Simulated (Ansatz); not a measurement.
CH10F2Si20: molecular dynamics

The run: molecular dynamics of CH10F2Si20 (slab, 33 atoms in the cell). Method and program: DFT LDA, scalar-relativistic, plane waves, PAW, PAW set soft_1 (Ansatz 0.2.0).

One setting was made poor on purpose. The input holds or restrains some coordinates. It belongs to a series of runs on one base structure; here: an input spoilt on purpose.

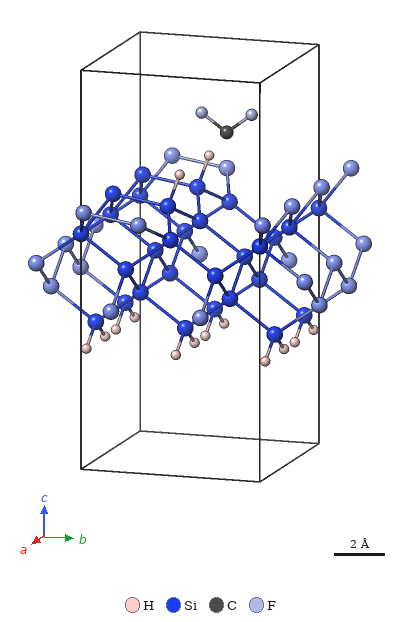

The input geometry (ball-and-stick view of the cell of the calculation, with the vacuum cut short, seen slightly off an axis; neighbours outside the cell are drawn fainter). An atom can appear more than once, as a periodic image.

### The input
```yaml
accuracy: low
crystal:
  lattice:
    - [7.67918, 0.0, 0.0]
    - [0.0, 7.67918, 0.0]
    - [0.0, 0.0, 21.254362]
  atoms:
    - { symbol: H, position: [0.409392, 0.0, 0.0470492] }
    - { symbol: H, position: [0.090608, 0.0, 0.0470492] }
    - { symbol: H, position: [0.909392, 0.0, 0.0470492] }
    - { symbol: H, position: [0.590608, 0.0, 0.0470492] }
    - { symbol: H, position: [0.409392, 0.5, 0.0470492] }
    - { symbol: H, position: [0.090608, 0.5, 0.0470492] }
    - { symbol: H, position: [0.909392, 0.5, 0.0470492] }
    - { symbol: H, position: [0.590608, 0.5, 0.0470492] }
    - { symbol: Si, position: [0.25, 0.0, 0.0877702] }
    - { symbol: Si, position: [0.75, 0.0, 0.0877702] }
    - { symbol: Si, position: [0.25, 0.5, 0.0877702] }
    - { symbol: Si, position: [0.75, 0.5, 0.0877702] }
    - { symbol: Si, position: [0.25, 0.25, 0.1516395] }
    - { symbol: Si, position: [0.75, 0.25, 0.1516395] }
    - { symbol: Si, position: [0.25, 0.75, 0.1516395] }
    - { symbol: Si, position: [0.75, 0.75, 0.1516395] }
    - { symbol: Si, position: [0.0, 0.25, 0.2155087] }
    - { symbol: Si, position: [0.5, 0.25, 0.2155087] }
    - { symbol: Si, position: [0.0, 0.75, 0.2155087] }
    - { symbol: Si, position: [0.5, 0.75, 0.2155087] }
    - { symbol: Si, position: [0.0, 0.0, 0.2793779] }
    - { symbol: Si, position: [0.5, 0.0, 0.2793779] }
    - { symbol: Si, position: [0.0, 0.5, 0.2793779] }
    - { symbol: Si, position: [0.5, 0.5, 0.2793779] }
    - { symbol: Si, position: [0.25, 0.0969069, 0.3413652] }
    - { symbol: Si, position: [0.75, 0.0969069, 0.3413652] }
    - { symbol: Si, position: [0.25, 0.4030931, 0.3244275] }
    - { symbol: Si, position: [0.75, 0.4030931, 0.3244275] }
    - { symbol: H, position: [0.25, 0.4689802, 0.3883608] }
    - { symbol: H, position: [0.75, 0.4689802, 0.3883608] }
    - { symbol: C, position: [0.5877186, 0.67806, 0.4642574] }
    - { symbol: F, position: [0.6034024, 0.5435401, 0.5009558] }
    - { symbol: F, position: [0.5720347, 0.8125799, 0.5009558] }
basis:
  ecutwfc: 420.0
kpoints:
  mp_grid: { grid: [1, 1, 1] }
hamiltonian:
  xc: lda
  pseudopotentials: { kind: paw, azcp: { folder: soft_1 } }
scf:
  occupations: { method: fermi_dirac, width: 0.02 }
  lower_state_search: "off"
  max_iter: 89
md:
  timestep: 5.0
  n_steps: 25
  ensemble: langevin
  initial_velocities: zero
  seed: 706057
  initial_site_velocities:
    - { site: 30, velocity: [0.0, 0.0, -0.006212] }
    - { site: 31, velocity: [0.0, 0.0, -0.006212] }
    - { site: 32, velocity: [0.0, 0.0, -0.006212] }
  constraints: [{ sites: [0, 1, 2, 3, 4, 5, 6, 7, 8, 9, 10, 11] }]
```

Machine: 1 thread of Arm Neoverse V2, 24 GiB of memory available, shared host.

Command:
```bash
ansatz run input.yaml --threads 1 --pin off --max-ram 3072MiB --backend cpu --events-out ev --progress --plain --runs-dir out
```

### The program's output
```
Error: YAML parse error: error: line 55 column 13: unknown variant `langevin`, expected one of nve, nve_milne, nvt_langevin, nvt_nose_hoover, npt_langevin
  --> <input>:55:13
   |
53 |   timestep: 5.0
54 |   n_steps: 25
55 |   ensemble: langevin
   |             ^ unknown variant `langevin`, expected one of nve, nve_milne, nvt_langevin, nvt_nose_hoover, npt_langevin
56 |   initial_velocities: zero
57 |   seed: 706057
   |
```

### What the run reported

- outcome: refused by the program

### What went wrong

The program refused the input: “YAML parse error: error: line 55 column 13: unknown variant `langevin`, expected one of nve, nve_milne, nvt_langevin, nvt_nose_hoover, npt_langevin --> <input>:55:13 | 53 | timestep: 5.0 54 | n_steps: 25 55 | ensemble: langevin | ^ unknown variant `langevin`, expected one of nve, nve_milne, nvt_langevin, …” A deliberately poor setting: bad input. The input asks for low accuracy.
